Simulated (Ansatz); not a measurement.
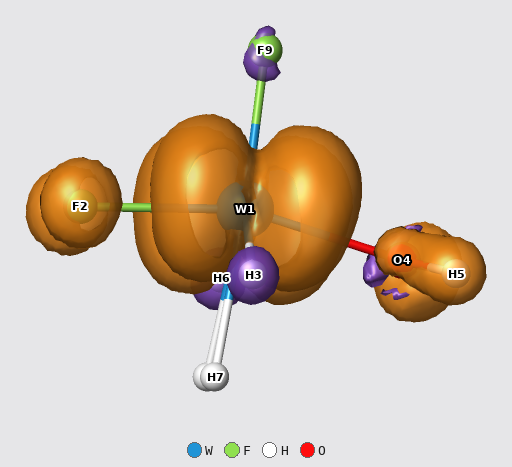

The picture shows: F₂H₅OW (doublet). Isosurfaces of the spin density (α minus β) at +0.02 (orange) and −0.02 e/Å³ (purple), seen across its widest extent.

Core potentials replace the inner electrons of W.

These are results of Ansatz 0.2.0, UKS B3LYP/def2-SVP, not measurements.

```xyz
9

W    -0.0896    0.2672    0.9297
F     0.2510   -1.5342    1.4975
H     1.3652    0.1469    0.0500
O    -0.4238    1.8238   -0.1445
H     0.2677    2.3779   -0.5374
H    -1.6186   -0.2520    0.3916
H     0.2215   -0.6371   -0.8455
H    -0.5826   -0.7269   -0.7483
F    -0.0250    1.0314    2.6170
```

Which atoms carry the spin?

Answer. The unpaired spin (1 electron) lies mostly on W1 (about 0.8), F2 (about 0.1) and O4 (about 0.1), in electrons by Hirshfeld's partition.
